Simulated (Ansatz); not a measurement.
# Calculations on BSiH5SO

Part 1: Relaxation

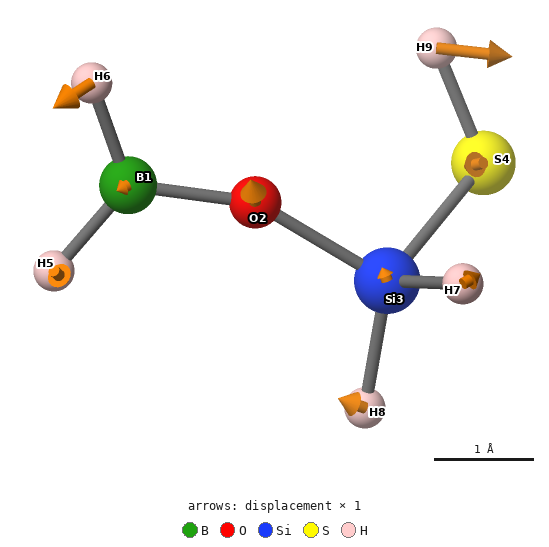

This is a relaxation of BSiH₅SO. The starting structure is drawn; orange arrows show the displacements, at their true length. The two geometries are superimposed by the best rigid fit.

A ball-and-stick model, seen at a tilt.

The run prepares an end point of a later path (torsion) calculation, from a guessed geometry.

These are results of RKS r2SCANh-D4/6-31G (Ansatz), not measurements.

Input
```yaml
crystal:
  periodic: [false, false, false]
  atoms:
    - { symbol: B, position_ang: [-0.56729, 1.62183, 0.57898] }
    - { symbol: O, position_ang: [0.05097, 0.54172, 0.15184] }
    - { symbol: Si, position_ang: [0.55357, -0.98828, 0.20099] }
    - { symbol: S, position_ang: [-0.17512, -1.91001, -1.59312] }
    - { symbol: H, position_ang: [-1.14449, 1.60756, 1.60658] }
    - { symbol: H, position_ang: [-0.52256, 2.58814, -0.09033] }
    - { symbol: H, position_ang: [2.00496, -0.87761, 0.18107] }
    - { symbol: H, position_ang: [0.0022, -1.77276, 1.29483] }
    - { symbol: H, position_ang: [-0.20224, -0.81058, -2.33085] }
basis:
  gaussian: { orbitals: "6-31G" }
hamiltonian:
  xc: r2scanh
  dispersion: d4
relax:
  f_tol: 0.015
  max_steps: 40
```

Command:
```bash
ansatz run input.yaml --threads 1 --pin off --max-ram 2048MiB --backend cpu --events-out ev --progress --plain --runs-dir out
```

What did the optimiser do to the structure, and how much energy did it gain?

Answer. After 10 geometry steps the energy has fallen by 42.8 kJ/mol. The largest force component goes from 2 to 0.015 eV/Å. The largest move after the best rigid fit is that of H9, 0.78 Å. Largest moves by element: H 0.78 Å, O 0.36 Å, S 0.34 Å, Si 0.15 Å, B 0.14 Å. Some distances before and after: O2–Si3 1.611 → 1.731 Å, Si3–S4 2.145 → 2.217 Å, B1–O2 1.316 → 1.370 Å, S4–H9 1.324 → 1.374 Å. Bond angles that change, for instance: B1–O2–Si3 156.4° → 135.2°, O2–Si3–S4 106.1° → 110.7°, O2–Si3–H8 114.6° → 110.8°. Groups turn about Si3–S4 by about 35°, O2–Si3 by about 20°. Cost: 58 s on 1 thread of Arm Neoverse V1, with other jobs on the host, peak memory 0.17 GiB.

Part 2: Relaxation

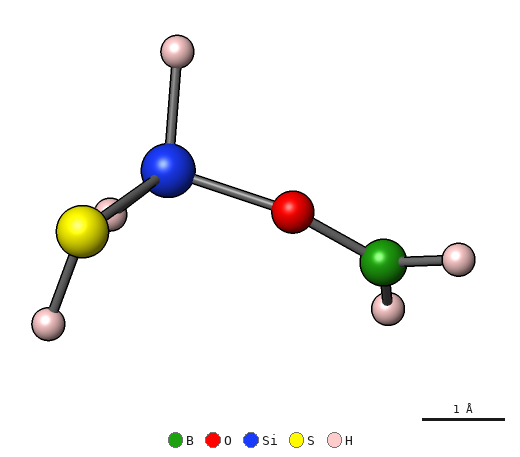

This is the input geometry for a relaxation of BSiH₅SO. A ball-and-stick model, seen at a tilt.

The run prepares an end point of a later path (torsion) calculation, from a guessed geometry.

Theory: Ansatz 0.2.0, RKS r2SCANh-D4/6-31G.

Input file:
```yaml
crystal:
  periodic: [false, false, false]
  atoms:
    - { symbol: B, position_ang: [-0.56729, 1.62183, 0.57898] }
    - { symbol: O, position_ang: [0.05097, 0.54172, 0.15184] }
    - { symbol: Si, position_ang: [0.55357, -0.98828, 0.20099] }
    - { symbol: S, position_ang: [-0.17512, -1.91001, -1.59312] }
    - { symbol: H, position_ang: [-1.14449, 1.60756, 1.60658] }
    - { symbol: H, position_ang: [-0.52256, 2.58814, -0.09033] }
    - { symbol: H, position_ang: [2.00496, -0.87761, 0.18107] }
    - { symbol: H, position_ang: [0.0022, -1.77276, 1.29483] }
    - { symbol: H, position_ang: [-1.31108, -2.36148, -1.08371] }
basis:
  gaussian: { orbitals: "6-31G" }
hamiltonian:
  xc: r2scanh
  dispersion: d4
relax:
  f_tol: 0.015
  max_steps: 40
```

Launched with:
```bash
ansatz run input.yaml --threads 1 --pin off --max-ram 2048MiB --backend cpu --events-out ev --progress --plain --runs-dir out
```

Q: Predict the outcome.

A: After 11 accepted moves (14 points after the start) the energy has fallen by 40.9 kJ/mol. The largest force component goes from 1.9 to 0.0073 eV/Å. The line search rejected the trial steps at points 8, 9, 12 of the run. The largest move after the best rigid fit is that of H5, 0.47 Å. By element the largest moves are H 0.47 Å, O 0.34 Å, S 0.28 Å, Si 0.09 Å, B 0.04 Å. Among the contacts that change: O2–Si3 1.611 → 1.733 Å, Si3–S4 2.145 → 2.217 Å, B1–O2 1.316 → 1.370 Å, S4–H9 1.324 → 1.374 Å. Bond angles that change, for instance: B1–O2–Si3 156.4° → 134.7°, O2–Si3–H8 114.6° → 108.0°, S4–Si3–H7 111.1° → 104.8°. Cost: 78 s on 1 thread of Arm Neoverse V1, with other jobs on the host, peak memory 0.17 GiB.

The structure at the end:

```xyz
9

B    -0.5973    1.6012    0.5592
O     0.2778    0.7243   -0.0248
Si    0.6349   -0.9593    0.1790
S    -0.1561   -2.1693   -1.5021
H    -1.3318    1.2187    1.4324
H    -0.5953    2.7299    0.1742
H     2.1104   -1.1157    0.0990
H     0.0326   -1.4073    1.4777
H    -1.4840   -2.1733   -1.1475
```

After the run, drawn alike:

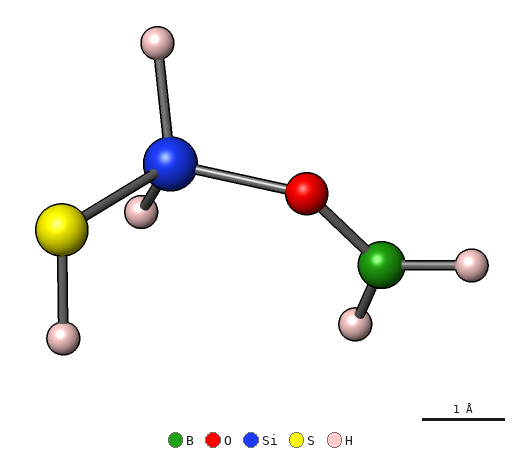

Part 3: Path

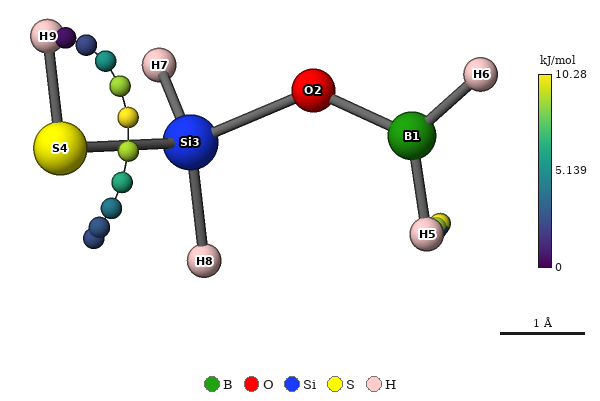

A search for the minimum-energy path of BSiH5SO by the nudged elastic band. Images are numbered from 0 (start) to 10 (end). The start is drawn whole; smaller spheres mark the moving atoms (H) in the later images, joined by lines and coloured by the energy of the image relative to the start. A ball-and-stick model, seen from a free direction.

Computed with Ansatz, RKS r2SCANh-D4/6-31G. Settings: 9 movable images; climbing image; force threshold 0.03 eV/Å; iteration limit 27; starting path by image-dependent pair potential.

Question: Describe the path and its energy.

Answer: The motion is a rotation about the Si3–S4 bond by about 140°. No bond forms or breaks between the ends. Bond angles that change up to the highest image, for instance: S4–Si3–H8 104.4° → 111.1°, O2–Si3–S4 110.7° → 106.4°. The highest point, image 5, lies 10.3 kJ/mol above the start and 7.7 kJ/mol above the end; the end is at +2.6 kJ/mol relative to the start. The band converged in 15 iterations, with a climbing image at the top. At the top, the vibrational analysis gives one imaginary mode (226i cm⁻¹), as a transition state must have.
